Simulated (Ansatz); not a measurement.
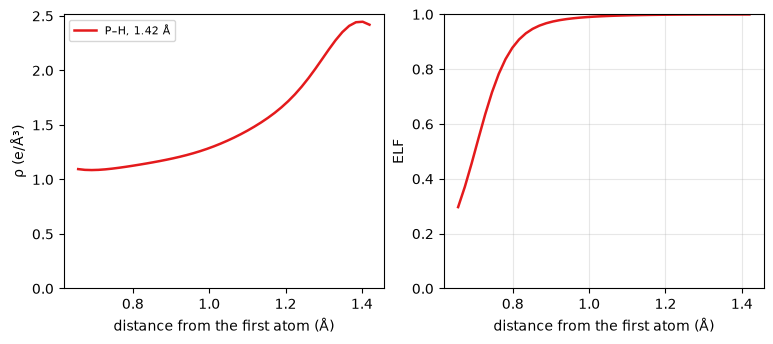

Figure 1: PH3. Electron density and ELF along straight lines between neighbouring atoms. The curves leave out the atomic cores.

Geometry: PBE0-D4/def2-TZVP.

Theory: Ansatz 0.2.0, RKS PBE0-D4/def2-TZVPPD.

What can be read from the curves?

P–H (1.42 Å): ρ is about 1.1 e/Å³ halfway; the ELF climbs to about 1 towards the hydrogen, as it does in any bond to H.
